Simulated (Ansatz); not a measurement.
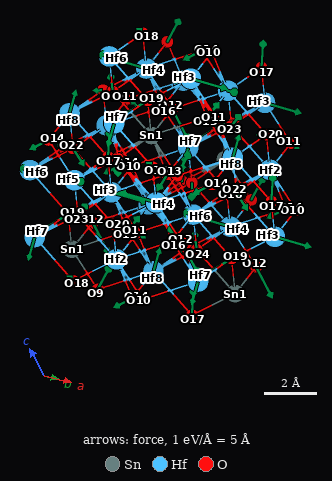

Starting geometry of a defect cell of composition Hf$_{7}$SnO$_{16}$ with the computed forces as green arrows. The picture is a ball-and-stick view of the atoms within 5.8 Å of the atom that moves most (axes of the cell of the calculation), seen from a free direction.

Method: DFT, PBE, plane-wave PAW, default files, scalar-relativistic in Ansatz. Settings: plane-wave cutoff 420 eV; k-point mesh 4 × 4 × 4; occupations fermi dirac; smearing width 0.01 eV; no spin polarisation; atoms relaxed in a fixed cell; force threshold 0.03 eV/Å; at most 40 steps.

Q: What follows when this structure is relaxed?

A: It isn't relaxed: the largest force vector, on Hf atoms, is 0.34 eV/Å. The final displacements follow the starting forces only in part (cosine between the two patterns 0.76). The largest moves, 0.14 Å, are those of O atoms. Largest moves by element: O 0.14 Å, Hf 0.02 Å. Sn stays in place. The lattice vectors keep their values. Some distances before and after: Hf–O 2.370 → 2.237 Å, Hf–O 2.370 → 2.268 Å, Hf–O 2.051 → 2.152 Å, O–Sn 2.370 → 2.466 Å. Bond angles that change, for instance: Hf–O–Hf 109.2° → 113.2°, Sn–O–Hf 109.2° → 105.3°, Hf–O–Hf 109.2° → 105.6°. The energy falls by 0.184 eV per cell of the calculation in 5 geometry steps. The largest force component goes from 0.34 to 0.0078 eV/Å.

Limits of the set-up: the periodic images lie only 7.1 Å apart, so the values are limited by the cell's size.
